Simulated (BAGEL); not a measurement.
# CH5NOSi (SMILES C1N[SiH2]O1): HF/6-31G(d) (density fitting with qzvpp-jkfit, spherical functions)

What is the vertical singlet–triplet gap of CH5NOSi at HF/6-31G* (density fitting with qzvpp-jkfit, spherical functions)? 

Program for the calculation: BAGEL 1.2.2.

3 further runs of the same task are left out: 3 set aside as unsound or not needed. Runs told in other sessions of the task aren't counted.

## (1) The molecule

CH5NOSi has 9 atoms, charge 0, and is taken as a singlet. As SMILES, `C1N[SiH2]O1`. Geometry: relaxed at PBE0-D4/def2-TZVP.

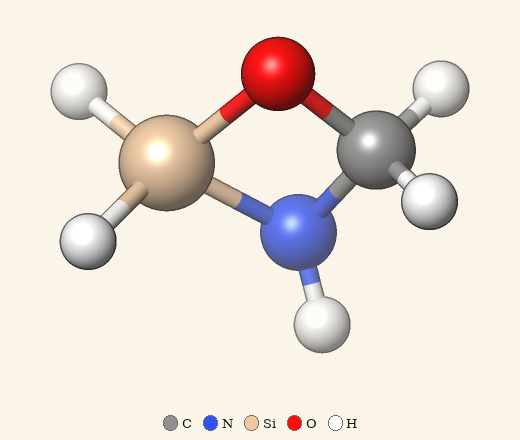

Viewed from a chosen angle; carbon grey, nitrogen blue, silicon light orange, oxygen red, hydrogen white.

## (2) The energy at HF/6-31G(d) (density fitting with qzvpp-jkfit, spherical functions)

File input.json:

```json
{ "bagel" : [

{
  "title" : "molecule",
  "basis" : "6-31gs.json",
  "df_basis" : "qzvpp-jkfit",
  "angstrom" : true,
  "geometry" : [
    { "atom" : "C", "xyz" : [      -0.800800,       0.729600,       0.121700 ] },
    { "atom" : "N", "xyz" : [      -0.090800,       0.039000,      -0.961200 ] },
    { "atom" : "Si", "xyz" : [       0.727200,      -0.867100,       0.259500 ] },
    { "atom" : "O", "xyz" : [      -0.320800,      -0.023700,       1.246100 ] },
    { "atom" : "H", "xyz" : [      -1.889700,       0.630700,       0.053900 ] },
    { "atom" : "H", "xyz" : [      -0.531600,       1.788500,       0.220600 ] },
    { "atom" : "H", "xyz" : [       0.287300,       0.591800,      -1.711300 ] },
    { "atom" : "H", "xyz" : [       2.176200,      -0.596600,       0.480800 ] },
    { "atom" : "H", "xyz" : [       0.531500,      -2.338500,       0.272900 ] }
  ]
},

{ "title" : "hf" },

{ "title" : "print", "file" : "orbitals.molden", "orbitals" : true }

]}
```

The basis set 6-31G* is read from a file made from the Basis Set Exchange's data (not shown).

On the command line:

```
$ BAGEL_NUM_THREADS=1 BAGEL input.json > input.out
```

What it wrote:

```text
* using 1 threads per process

  ===============================================================
  ===============================================================

  *** Geometry ***

  { "atom" : "C", "xyz" : [     -1.513293,      1.378744,      0.229980 ] },
  { "atom" : "N", "xyz" : [     -0.171587,      0.073699,     -1.816405 ] },
  { "atom" : "Si", "xyz" : [      1.374209,     -1.638582,      0.490384 ] },
  { "atom" : "O", "xyz" : [     -0.606224,     -0.044787,      2.354788 ] },
  { "atom" : "H", "xyz" : [     -3.571015,      1.191850,      0.101856 ] },
  { "atom" : "H", "xyz" : [     -1.004578,      3.379775,      0.416874 ] },
  { "atom" : "H", "xyz" : [      0.542918,      1.118340,     -3.233888 ] },
  { "atom" : "H", "xyz" : [      4.112422,     -1.127411,      0.908580 ] },
  { "atom" : "H", "xyz" : [      1.004389,     -4.419125,      0.515706 ] },

  Number of auxiliary basis functions:      447

  Since a DF basis is specified, we compute 2- and 3-index integrals:
    o Being stored without compression. Storage requirement is 0.018 GB

  Number of basis functions:       70
  Number of electrons      :       40

    * METHOD: MOLECULE                             0.19

  *** RHF ***

  === Nuclear Repulsion ===
   179.1277168376

      * DIIS with orbital gradients will be used.

  === RHF iteration (6-31gs.json) ===
      0       -458.78021510          0.02411921           0.05
      1       -458.94139807          0.01464553           0.05
      2       -459.01572698          0.00172627           0.05
      3       -459.01706856          0.00060666           0.05
      4       -459.01720431          0.00011628           0.05
      5       -459.01721199          0.00002830           0.05
      6       -459.01721266          0.00000996           0.04
      7       -459.01721277          0.00000247           0.04
      8       -459.01721277          0.00000095           0.05
      9       -459.01721277          0.00000034           0.05
     10       -459.01721277          0.00000012           0.05
     11       -459.01721277          0.00000005           0.05
     12       -459.01721277          0.00000001           0.05
     13       -459.01721277          0.00000000           0.05
    * SCF iteration converged.

    * Permanent dipole moment:
           (   -0.406184,    -0.367820,     0.655778) a.u.

    * METHOD: HF                                   0.80

    * METHOD: PRINT                                0.01

  ===============================================================
```

Run time: 1.2 s. Hardware: 1 thread of Arm Neoverse V2, shared host; peak memory 0.094 GiB.

## (3) The triplet

File hf.json:

```json
{ "bagel" : [

{
  "title" : "molecule",
  "basis" : "6-31gs.json",
  "df_basis" : "qzvpp-jkfit",
  "angstrom" : true,
  "geometry" : [
    { "atom" : "C", "xyz" : [   -0.800800,    0.729600,    0.121700 ] },
    { "atom" : "N", "xyz" : [   -0.090800,    0.039000,   -0.961200 ] },
    { "atom" : "Si", "xyz" : [    0.727200,   -0.867100,    0.259500 ] },
    { "atom" : "O", "xyz" : [   -0.320800,   -0.023700,    1.246100 ] },
    { "atom" : "H", "xyz" : [   -1.889700,    0.630700,    0.053900 ] },
    { "atom" : "H", "xyz" : [   -0.531600,    1.788500,    0.220600 ] },
    { "atom" : "H", "xyz" : [    0.287300,    0.591800,   -1.711300 ] },
    { "atom" : "H", "xyz" : [    2.176200,   -0.596600,    0.480800 ] },
    { "atom" : "H", "xyz" : [    0.531500,   -2.338500,    0.272900 ] }
  ]
},
{
  "title" : "uhf",
  "nopen" : 2
},
{
  "title" : "print",
  "file" : "orbitals.molden",
  "orbitals" : true
}

]}
```

The basis set 6-31G* is read from a file made from the Basis Set Exchange's data (not shown).

On the command line:

```
$ BAGEL_NUM_THREADS=1 BAGEL hf.json > hf.out
```

What it wrote:

```text
* using 1 threads per process

  ===============================================================
  ===============================================================

  *** Geometry ***

  { "atom" : "C", "xyz" : [     -1.513293,      1.378744,      0.229980 ] },
  { "atom" : "N", "xyz" : [     -0.171587,      0.073699,     -1.816405 ] },
  { "atom" : "Si", "xyz" : [      1.374209,     -1.638582,      0.490384 ] },
  { "atom" : "O", "xyz" : [     -0.606224,     -0.044787,      2.354788 ] },
  { "atom" : "H", "xyz" : [     -3.571015,      1.191850,      0.101856 ] },
  { "atom" : "H", "xyz" : [     -1.004578,      3.379775,      0.416874 ] },
  { "atom" : "H", "xyz" : [      0.542918,      1.118340,     -3.233888 ] },
  { "atom" : "H", "xyz" : [      4.112422,     -1.127411,      0.908580 ] },
  { "atom" : "H", "xyz" : [      1.004389,     -4.419125,      0.515706 ] },

  Number of auxiliary basis functions:      447

  Since a DF basis is specified, we compute 2- and 3-index integrals:
    o Being stored without compression. Storage requirement is 0.018 GB

  Number of basis functions:       70
  Number of electrons      :       40

    * METHOD: MOLECULE                             0.18

  *** Open-shell HF ***

  === Nuclear Repulsion ===
   179.1277168376

      * DIIS with orbital gradients will be used.

  === UHF iteration (6-31gs.json) ===
      0       -458.51381410          0.04505708           0.10
      1       -458.67387756          0.03100698           0.10
      2       -458.73827782          0.02024576           0.10
      3       -458.78348573          0.00343576           0.10
      4       -458.79656745          0.00323973           0.10
      5       -458.80366409          0.00201234           0.10
      6       -458.80995917          0.00159528           0.09
      7       -458.81019009          0.00061605           0.09
      8       -458.81052267          0.00035045           0.09
      9       -458.81057430          0.00010988           0.09
     10       -458.81059684          0.00004727           0.10
     11       -458.81060505          0.00002612           0.10
     12       -458.81060769          0.00001423           0.10
     13       -458.81060830          0.00000704           0.10
     14       -458.81060849          0.00000302           0.09
     15       -458.81060853          0.00000168           0.09
     16       -458.81060854          0.00000080           0.09
     17       -458.81060855          0.00000037           0.09
     18       -458.81060855          0.00000026           0.10
     19       -458.81060855          0.00000017           0.09
     20       -458.81060855          0.00000011           0.10
     21       -458.81060855          0.00000007           0.10
     22       -458.81060855          0.00000004           0.09
     23       -458.81060855          0.00000002           0.09
     24       -458.81060855          0.00000001           0.09
     25       -458.81060855          0.00000001           0.10
    * SCF iteration converged.

    * S^2 (UHF) is 2.0147

    * Permanent dipole moment:
           (    1.045114,    -1.696265,     1.492578) a.u.

    * METHOD: UHF                                  2.61

    * METHOD: PRINT                                0.01

  ===============================================================
```

Run time: 3 s. Hardware: 1 thread of Arm Neoverse V2, shared host; peak memory 0.094 GiB.

## (4) What came out

Level: HF/6-31G* (density fitting with qzvpp-jkfit, spherical functions).

```
                                        quantity          value
                           singlet: total energy  -459.01721 Eh
                          singlet: dipole moment         2.17 D
                            singlet: HOMO energy      -10.48 eV
                            singlet: LUMO energy        3.35 eV
                          singlet: HOMO–LUMO gap       13.83 eV
                           triplet: total energy  -458.81061 Eh
                          triplet: dipole moment         6.33 D
                                   triplet: ⟨S²⟩          2.015
vertical energy of the triplet above the singlet       5.622 eV
```

At this shape the triplet lies 5.62 eV (542 kJ/mol) above the singlet.
